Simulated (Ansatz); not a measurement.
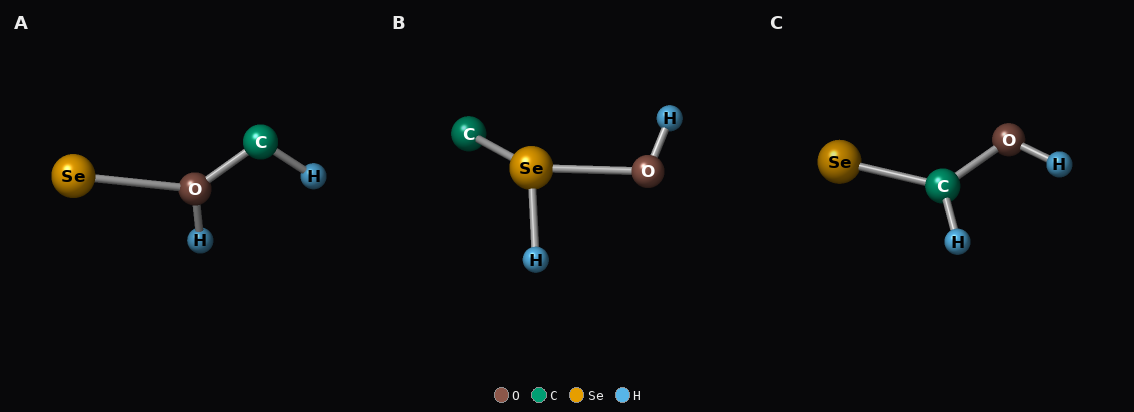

3 stationary structures of one formula. Geometries: PBE0-D4/def2-TZVP. Electronic energies: RHF-CCSD(T) (frozen core)/def2-TZVPP (Ansatz 0.2.0), without zero-point energy. No frequency run is at hand to confirm each as a minimum.

### Which is lowest in energy, and by how much?

C is lowest (Cs); A lies 111.9 kcal/mol above it (Cs), B lies 127.2 kcal/mol above it (C1).
